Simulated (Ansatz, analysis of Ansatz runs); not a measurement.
**Migration in La2PbS4 (I-42d): V_S hop (3.3 Å), charge +2**

How high is the barrier when S changes place in La2PbS4 (I-42d)? The case: V_S hop (3.3 Å), charge +2, in a cell of 112 host atoms with 1 S taken out.

Program: Ansatz 0.2.0. Level of theory: plane-wave PAW DFT, PBEsol; nudged elastic band between two relaxed defect structures at fixed charge in a uniform background. Results are calculated unless marked as measured.

**1. The structure**

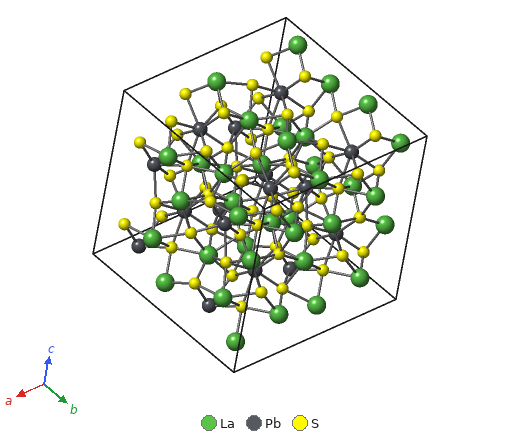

Start, viewed from a free direction; lanthanum green, lead dark grey, sulfur yellow. Some periodic images of atoms are drawn too.

The cell holds 111 atoms: 32 La, 16 Pb and 63 S. Cell: a = 15.023 Å, b = 15.023 Å, c = 15.023 Å, α = 109.3°, β = 109.3°, γ = 109.7°. It derives from La2PbS4 (space group I-42d). Nearest the centre at fractional (0.437, 0.648, 0.462): S36 at 1.63 Å, La45 at 2.46 Å, La88 at 2.49 Å, La2 at 2.67 Å, S11 at 3.56 Å, S96 at 3.59 Å, Pb103 at 3.74 Å, Pb48 at 3.74 Å. The cell carries charge +2.

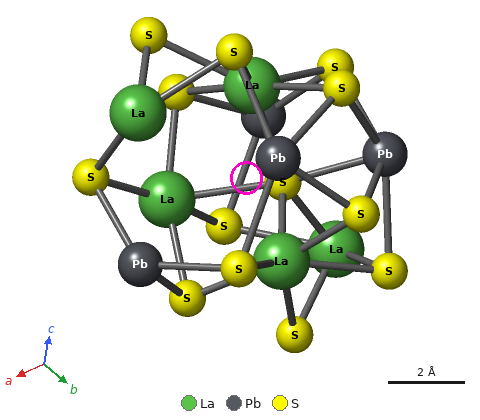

The atoms within 5 Å of the centre. A ring marks the centre wherever it is empty.

The cell's shortest repeat is 15.0 Å.

**2. Relaxation of the start point, charge +2**

The ends come first: from an unrelaxed start the top is counted from too high an energy, and the barrier comes out too low. Small random displacements break the symmetry of the ideal sites, so that the defect can distort if it gains by it. The charge of +2 is set by the electron count, and a uniform background keeps the cell neutral.

qp2_c112k1s.start/input.yaml

```yaml
crystal:
  lattice:
    - [-8.68700356, 8.68700356, 8.64614061]
    - [8.68700356, -8.68700356, 8.64614061]
    - [8.68700356, 8.68700356, -8.64614061]
  atoms:
    - { symbol: La, position: [0.1875, 0.12993909, 0.19243909] }
    - { symbol: La, position: [0.4375, 0.49506091, 0.30756091] }
[... 2 atom lines left out ...]
    - { symbol: Pb, position: [0.125, 0.375, 0.25] }
    - { symbol: Pb, position: [0.25, 0.25, 0.0] }
[... 2 atom lines left out ...]
    - { symbol: S, position: [0.23968644, 0.44238259, 0.12627267] }
    - { symbol: S, position: [0.38658623, 0.26031356, 0.20269614] }
    - { symbol: S, position: [0.31738259, 0.36468644, 0.37627267] }
    - { symbol: S, position: [0.05761741, 0.18389008, 0.29730386] }
    - { symbol: S, position: [0.48841377, 0.44110992, 0.12372733] }
[... 2 atom lines left out ...]
    - { symbol: La, position: [0.4375, 0.49506091, 0.80756091] }
[... 3 atom lines left out ...]
    - { symbol: Pb, position: [0.25, 0.25, 0.5] }
[... 2 atom lines left out ...]
    - { symbol: S, position: [0.23968644, 0.44238259, 0.62627267] }
[... 3 atom lines left out ...]
    - { symbol: S, position: [0.48841377, 0.44110992, 0.62372733] }
[... 1 atom line left out ...]
    - { symbol: La, position: [0.1875, 0.62993909, 0.19243909] }
[... 1 atom line left out ...]
    - { symbol: La, position: [0.37006091, 0.5625, 0.05756091] }
[... 3 atom lines left out ...]
    - { symbol: S, position: [0.13531356, 0.51158623, 0.45269614] }
    - { symbol: S, position: [0.31610992, 0.61341377, 0.37372733] }
[... 1 atom line left out ...]
    - { symbol: S, position: [0.38658623, 0.76031356, 0.20269614] }
    - { symbol: S, position: [0.31738259, 0.86468644, 0.37627267] }
    - { symbol: S, position: [0.05761741, 0.68389008, 0.29730386] }
[... 2 atom lines left out ...]
    - { symbol: La, position: [0.1875, 0.62993909, 0.69243909] }
    - { symbol: La, position: [0.4375, 0.99506091, 0.80756091] }
    - { symbol: La, position: [0.37006091, 0.5625, 0.55756091] }
[... 2 atom lines left out ...]
    - { symbol: Pb, position: [0.25, 0.75, 0.5] }
[... 3 atom lines left out ...]
    - { symbol: S, position: [0.38658623, 0.76031356, 0.70269614] }
[... 2 atom lines left out ...]
    - { symbol: S, position: [0.48841377, 0.94110992, 0.62372733] }
[... 2 atom lines left out ...]
    - { symbol: La, position: [0.9375, 0.49506091, 0.30756091] }
[... 1 atom line left out ...]
    - { symbol: La, position: [0.50493909, 0.3125, 0.44243909] }
    - { symbol: Pb, position: [0.625, 0.375, 0.25] }
[... 1 atom line left out ...]
    - { symbol: S, position: [0.63531356, 0.01158623, 0.45269614] }
[... 5 atom lines left out ...]
    - { symbol: S, position: [0.98841377, 0.44110992, 0.12372733] }
[... 1 atom line left out ...]
    - { symbol: La, position: [0.6875, 0.12993909, 0.69243909] }
[... 16 atom lines left out ...]
    - { symbol: La, position: [0.50493909, 0.8125, 0.44243909] }
    - { symbol: Pb, position: [0.625, 0.875, 0.25] }
[... 1 atom line left out ...]
    - { symbol: S, position: [0.63531356, 0.51158623, 0.45269614] }
[... 3 atom lines left out ...]
    - { symbol: S, position: [0.81738259, 0.86468644, 0.37627267] }
    - { symbol: S, position: [0.55761741, 0.68389008, 0.29730386] }
[... 2 atom lines left out ...]
    - { symbol: La, position: [0.6875, 0.62993909, 0.69243909] }
    - { symbol: La, position: [0.9375, 0.99506091, 0.80756091] }
[... 2 atom lines left out ...]
    - { symbol: Pb, position: [0.625, 0.875, 0.75] }
    - { symbol: Pb, position: [0.75, 0.75, 0.5] }
[... 2 atom lines left out ...]
    - { symbol: S, position: [0.73968644, 0.94238259, 0.62627267] }
    - { symbol: S, position: [0.88658623, 0.76031356, 0.70269614] }
    - { symbol: S, position: [0.81738259, 0.86468644, 0.87627267] }
    - { symbol: S, position: [0.55761741, 0.68389008, 0.79730386] }
    - { symbol: S, position: [0.98841377, 0.94110992, 0.62372733] }
total_charge: 2
basis:
  ecutwfc: 420
  xc_grid: 2
hamiltonian:
  xc: pbesol
kpoints:
  mp_grid: { grid: [1, 1, 1], shift: [0.25, 0.25, 0.25] }
scf:
  occupations: { method: fixed }
  max_iter: 120
output:
  forces: true
relax:
  f_tol: 0.02
  max_steps: 70
  random_displacement: { amplitude: 0.03, seed: 2175 }
```

Launch:

```console
ansatz run input.yaml --threads 32 --pin off --max-ram 84787MiB --backend cuda --events-out ev --progress --plain --runs-dir out --max-vram 78GiB
```

What it wrote:

```text
[...]
Engine: ansatz 0.2.0, aarch64-unknown-linux-gnu
[...]
Pseudopotential: La, paw, valence charge 11, recommended cutoff 420 eV (normal), La.paw.azcp
Pseudopotential: Pb, paw, valence charge 14, recommended cutoff 420 eV (normal), Pb.paw.azcp
Pseudopotential: S, paw, valence charge 6, recommended cutoff 420 eV (normal), S.paw.azcp
Functional definition: PBEsol
[...]
Crystal: 111 atoms, lattice volume = 2609.890 Å³
Basis set: ecut = 420 eV, 50901 PW (Γ), exchange–correlation on 216×216×216 points (8 copies of the dense FFT grid, shifted against one another)
Bands: 587, of which v1, the nominal top of the filled ones, is band 476 counted from 1 (475 counted from 0)
[...]
k-points: 1
[...]
SCF iter   2: F=—  HF=-441201.806969 eV  |F-HF|=—  |Δ(HF+E_count)|=   4.62e-1  Δρ=2.43e-3  dr2=2.85e-1  ethr=2.38e-4  ⟨swp⟩=4.0  Hψ=834  notcnv=0  defer=109
[...]
SCF 1 converged in 8 iterations: F = -441201.767005 eV  dr2 = 1.65e-6
[...]
relax step   1: F+E_penalty+E_count = -441201.76700498 eV  Δ(F+E_penalty+E_count) = +0.000e0 eV  max|allowed force component| = 1.425e0 eV/Å  Δτ_max = 0.0000 Å  (8 SCF iters, dr2 threshold 1.00e-5 eV, [...]
[...]
SCF iter   1: F=—  HF=-441203.138741 eV  |F-HF|=—  |Δ(HF+E_count)|=         —  Δρ=3.90e-3  dr2=1.00e0  ethr=1.07e-4  ⟨swp⟩=3.0  Hψ=1642  notcnv=0  defer=109
[...]
SCF iter   2: F=—  HF=-441202.921691 eV  |F-HF|=—  |Δ(HF+E_count)|=   2.17e-1  Δρ=1.72e-3  dr2=1.21e-1  ethr=1.05e-4  ⟨swp⟩=5.0  Hψ=863  notcnv=0  defer=109
[...]
SCF 7 converged in 6 iterations: F = -441203.272981 eV  dr2 = 2.27e-8
relax step   7: F+E_penalty+E_count = -441203.27298101 eV  Δ(F+E_penalty+E_count) = -5.033e-4 eV  max|allowed force component| = 9.413e-3 eV/Å  Δτ_max = 0.0150 Å  (6 SCF iters, accepted)
SCF converged after 6 iterations
[...]
```

Wall time 8.8 s (1 × NVIDIA GB200 with 32 threads of Arm Neoverse V2, shared host); peak memory 1.7 GiB; 30 s of CPU time.

Relaxation path:

```tsv
step	energy less that of the first step (eV)	largest force component (eV/Å)
1	0.0000	1.4252
2	-1.1297	0.5009
3	-1.4398	0.2142
4	-1.4987	0.0849
5	-1.4902	0.1427
6	-1.5055	0.0329
7	-1.5060	0.0094
```

Relaxation step 5 was tried and not accepted.

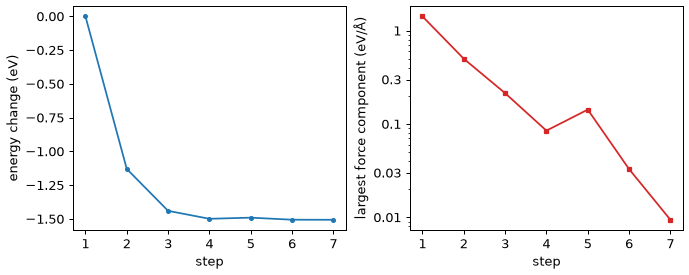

Energy and largest force along the relaxation.

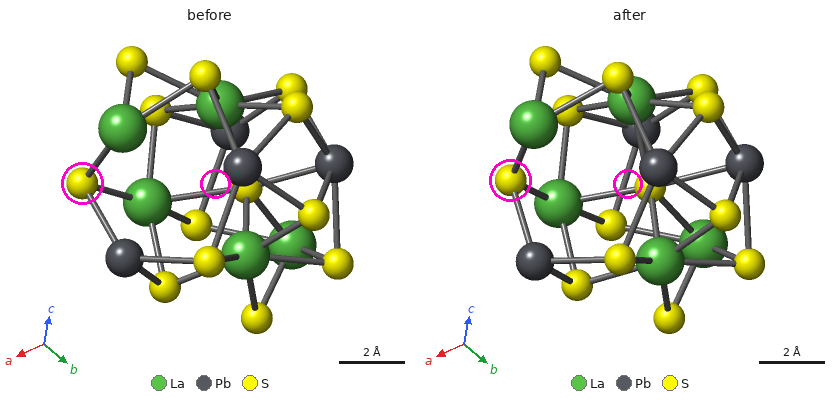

Before and after: the atoms that start within 5 Å of the centre. S91, which moves most, is ringed if it is among them. A ring with no atom in it marks the empty centre.

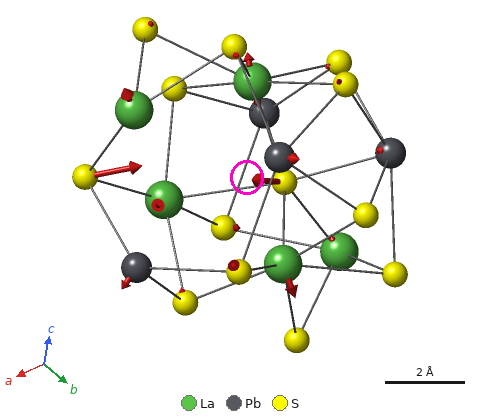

Displacements in the relaxation from the typed sites near the centre, exaggerated, the mean shift taken out; the longest in the cell stands for 0.51 Å. A ring marks the centre wherever it is empty.

The atoms that moved most (Å, from the sites as typed, ahead of the random displacement, the mean shift of all atoms taken out):

```tsv
atom	dx	dy	dz	length
S91	0.487	-0.149	-0.063	0.513
S36	0.006	0.427	0.181	0.464
La88	0.002	-0.139	0.156	0.209
La99	0.059	0.177	-0.041	0.191
La2	-0.149	-0.108	-0.036	0.188
S107	-0.106	-0.039	-0.112	0.159
La45	-0.007	0.056	-0.135	0.146
Pb103	0.139	-0.005	0.042	0.145
```

Neighbours of S36 at the end:

```tsv
atom	distance (Å)
La88	2.819
La45	2.924
La2	3.000
Pb48	3.090
La29	3.266
Pb5	3.445
S9	3.456
S35	3.571
```

Numbers from this step:

- free energy: -441203.2730 eV
- r.m.s. move of the farther half of the atoms: 0.02710 Å
- largest move from the ideal geometry of this structure, a common shift of the far atoms taken out: 0.5123 Å

The relaxation gained 1.506 eV and ended with a largest force component of 0.0094 eV/Å.

**3. Relaxation of the end point, charge +2**

The end point is relaxed in the same cell and settings, so that the two energies compare. Atoms more than 3.2 Å from the middle of the hop start where the first relaxation left them, the nearer ones on or close to their ideal places, with small random displacements.

qp2_c112k1s.end/input.yaml

```yaml
crystal:
  lattice:
    - [-8.68700356, 8.68700356, 8.64614061]
    - [8.68700356, -8.68700356, 8.64614061]
    - [8.68700356, 8.68700356, -8.64614061]
  atoms:
    - { symbol: La, position: [0.18766861, 0.12974931, 0.19245272] }
    - { symbol: La, position: [0.4375, 0.49506091, 0.30756091] }
[... 8 atom lines left out ...]
    - { symbol: S, position: [0.31691138, 0.36364061, 0.37527009] }
[... 24 atom lines left out ...]
    - { symbol: S, position: [0.558573, 0.682864, 0.550148] }
[... 8 atom lines left out ...]
    - { symbol: La, position: [0.37006091, 0.5625, 0.55756091] }
[... 2 atom lines left out ...]
    - { symbol: Pb, position: [0.25444279, 0.75020222, 0.50298534] }
[... 3 atom lines left out ...]
    - { symbol: S, position: [0.38536449, 0.75756905, 0.70070346] }
[... 2 atom lines left out ...]
    - { symbol: S, position: [0.48891103, 0.94082178, 0.62210735] }
[... 32 atom lines left out ...]
    - { symbol: La, position: [0.50493909, 0.8125, 0.44243909] }
[... 2 atom lines left out ...]
    - { symbol: S, position: [0.62301627, 0.53591465, 0.4720094] }
[... 4 atom lines left out ...]
    - { symbol: S, position: [0.55684531, 0.68155469, 0.2986858] }
[... 6 atom lines left out ...]
    - { symbol: Pb, position: [0.62712106, 0.88539486, 0.75759972] }
[... 3 atom lines left out ...]
    - { symbol: S, position: [0.73093929, 0.92976045, 0.61780569] }
[... 3 atom lines left out ...]
    - { symbol: S, position: [0.98842076, 0.93975782, 0.62227681] }
total_charge: 2
basis:
  ecutwfc: 420
  xc_grid: 2
hamiltonian:
  xc: pbesol
kpoints:
  mp_grid: { grid: [1, 1, 1], shift: [0.25, 0.25, 0.25] }
scf:
  occupations: { method: fixed }
  max_iter: 120
output:
  forces: true
relax:
  f_tol: 0.02
  max_steps: 70
  random_displacement: { amplitude: 0.01, seed: 2175 }
```

What it wrote:

```text
[...]
Crystal: 111 atoms, lattice volume = 2609.890 Å³
Basis set: ecut = 420 eV, 50901 PW (Γ), exchange–correlation on 216×216×216 points (8 copies of the dense FFT grid, shifted against one another)
Bands: 587, of which v1, the nominal top of the filled ones, is band 476 counted from 1 (475 counted from 0)
[...]
k-points: 1
[...]
SCF iter   2: F=—  HF=-441201.372384 eV  |F-HF|=—  |Δ(HF+E_count)|=   4.46e-1  Δρ=2.38e-3  dr2=2.55e-1  ethr=2.28e-4  ⟨swp⟩=4.0  Hψ=831  notcnv=0  defer=109
[...]
SCF 1 converged in 8 iterations: F = -441201.340602 eV  dr2 = 2.36e-6
[...]
relax step   1: F+E_penalty+E_count = -441201.34060180 eV  Δ(F+E_penalty+E_count) = +0.000e0 eV  max|allowed force component| = 1.692e0 eV/Å  Δτ_max = 0.0000 Å  (8 SCF iters, dr2 threshold 1.00e-5 eV, [...]
[...]
SCF 7 converged in 6 iterations: F = -441203.272753 eV  dr2 = 7.68e-8
relax step   7: F+E_penalty+E_count = -441203.27275311 eV  Δ(F+E_penalty+E_count) = -1.246e-3 eV  max|allowed force component| = 1.555e-2 eV/Å  Δτ_max = 0.0153 Å  (6 SCF iters, accepted)
SCF converged after 6 iterations
[...]
```

Run time: 8.6 s. Hardware: 1 × NVIDIA GB200 with 32 threads; peak memory 1.7 GiB; 30 s of CPU time.

Step by step:

```tsv
step	energy less that of the first step (eV)	largest force component (eV/Å)
1	0.0000	1.6917
2	-1.3804	0.8517
3	-1.8125	0.3722
4	-1.9264	0.0653
5	-1.9219	0.0946
6	-1.9309	0.0522
7	-1.9322	0.0156
```

Relaxation step 5 was tried and not accepted.

The atoms that moved most (Å, from the sites as typed, ahead of the random displacement):

```tsv
atom	dx	dy	dz	length
S9	0.449	0.206	0.078	0.501
S91	-0.443	0.205	0.078	0.494
S36	-0.022	-0.451	-0.157	0.478
La29	0.058	-0.215	0.055	0.229
La99	-0.053	-0.216	0.055	0.229
La45	0.003	0.136	-0.158	0.208
La2	-0.148	0.106	0.035	0.186
Pb48	0.151	-0.060	-0.056	0.172
```

Neighbours of S36 at the end:

```tsv
atom	distance (Å)
La45	2.820
La88	2.923
La2	3.000
Pb103	3.089
La99	3.268
Pb104	3.447
S91	3.457
S107	3.571
```

This step gave:

```
free energy                                                                                       : -441203.2728 eV
r.m.s. move of the farther half of the atoms                                                      : 0.02723 Å
largest move from the ideal geometry of this structure, a common shift of the far atoms taken out : 0.5174 Å
```

The relaxation gained 1.932 eV and ended with a largest force component of 0.016 eV/Å. The end lies within 1 meV of the start.

(Continued in part 2 of 2.)

[Logs are printed without paths, hosts, clocks, repeated set-up lines and the standing remarks that a program may print on its own settings, such as how far it seeks lower states.]

[Hosts, paths, dates, database ids (printed as entryN), source tags and the programs' standing remarks are cut or masked in the printed files.]
